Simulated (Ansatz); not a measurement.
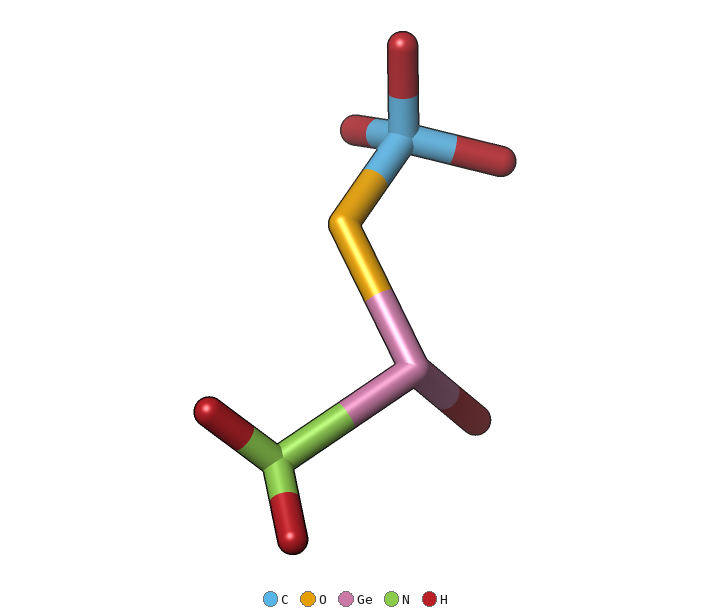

Starting geometry of the run.

The calculation was set up as follows.

```yaml
crystal:
  periodic: [false, false, false]
  atoms:
    - {symbol: C, position_ang: [-1.542648, -0.125613, -0.974528]}
    - {symbol: O, position_ang: [-0.181024, 0.126775, -0.731652]}
    - {symbol: Ge, position_ang: [0.655961, -0.635566, 0.647277]}
    - {symbol: N, position_ang: [2.036212, 0.555524, 0.895540]}
    - {symbol: H, position_ang: [-1.683766, -0.396630, -2.025189]}
    - {symbol: H, position_ang: [-1.947645, -0.940735, -0.360782]}
    - {symbol: H, position_ang: [-2.132303, 0.774120, -0.766681]}
    - {symbol: H, position_ang: [-0.309385, -0.574357, 1.888014]}
    - {symbol: H, position_ang: [2.833714, 0.199814, 1.404953]}
    - {symbol: H, position_ang: [2.353983, 0.965567, 0.025850]}
basis:
  gaussian: {orbitals: def2-mTZVPP}
total_charge: 1
hamiltonian: {xc: {name: HSE06}, dispersion: d3bj}
accuracy: high
output: {forces: true}
```

It was started with:

```sh
ansatz run in.yaml --threads 2 --pin off --events-out ev --progress --plain --max-ram 32768MiB --backend cpu
```

Result:

```
Functional definition: HSE06
  name "HSE06"
  cite "Heyd, Scuseria & Ernzerhof, J. Chem. Phys. 118, 8207 (2003) doi:10.1063/1.1564060"
  cite "Krukau, Vydrov, Izmaylov & Scuseria, J. Chem. Phys. 125, 224106 (2006) doi:10.1063/1.2404663"
  cite "Heyd & Scuseria, J. Chem. Phys. 120, 7274 (2004) doi:10.1063/1.1668634"
  cite "Ernzerhof & Perdew, J. Chem. Phys. 109, 3313 (1998) doi:10.1063/1.476928"
  cite "Perdew, Burke & Ernzerhof, Phys. Rev. Lett. 77, 3865 (1996) doi:10.1103/PhysRevLett.77.3865"
  parent pbe
  parameter a = 0.25
  parameter omega = 0.11/bohr
  # The whole range is PBE's own exchange, as in plane waves. The composition of these papers is wPBEh.
  exchange = pbe_x - a*pbe_x_sr(omega) + a*exact_x_sr(omega)
  correlation = pbe_c
2779 factors; integrals over basis functions are off by at most 1.6e-8 eV
106 factors; integrals over basis functions are off by at most 1.5e-9 eV
mean field evaluation 1: about -61146.9928 eV, gradient 1.1e2 eV
mean field evaluation 2: about -61008.8380 eV, gradient 2.4e2 eV
mean field evaluation 4: about -61166.0039 eV, gradient 4.9e1 eV
mean field evaluation 8: about -61170.7732 eV, gradient 9.8e-1 eV
mean field evaluation 16: about -61170.9576 eV, gradient 3.6e-4 eV
mean field -61170.95763132 eV, -2247.9912297868 hartree, gradient 2.7e-8 eV, S^2 0.000000; 0 other end points of the search recorded, 0 dependent functions left out
the calculation of the forces begins
reference -61170.95763457 eV, -2247.9912299061 hartree; 29, 29 occupied and 104, 104 virtual orbitals, 2779 factors
Total energy: -61171.07294936 eV, -2247.9954676464 hartree
Atom 0 at    -1.542648    -0.125613    -0.974528 Å, force    -1.099243    -0.412314    -0.451033 eV/Å
Atom 1 at    -0.181024     0.126775    -0.731652 Å, force     1.228494    -1.093402     1.088845 eV/Å
Atom 2 at     0.655961    -0.635566     0.647277 Å, force    -0.658064     3.559624    -0.188190 eV/Å
Atom 3 at     2.036212     0.555524     0.895540 Å, force    -0.700757    -1.680111    -0.261358 eV/Å
Atom 4 at    -1.683766    -0.396630    -2.025189 Å, force     0.107604     0.061504     0.070160 eV/Å
Atom 5 at    -1.947645    -0.940735    -0.360782 Å, force     0.020450     0.107736     0.026884 eV/Å
Atom 6 at    -2.132303     0.774120    -0.766681 Å, force     0.205144     0.084059     0.027678 eV/Å
Atom 7 at    -0.309385    -0.574357     1.888014 Å, force     0.420272    -0.959269    -0.357716 eV/Å
Atom 8 at     2.833714     0.199814     1.404953 Å, force     0.325804     0.113651     0.337540 eV/Å
Atom 9 at     2.353983     0.965567     0.025850 Å, force     0.150297     0.218522    -0.292809 eV/Å
Dipole moment:     0.252481    -0.330335     0.267283 e Å
```

Self-consistency was reached.
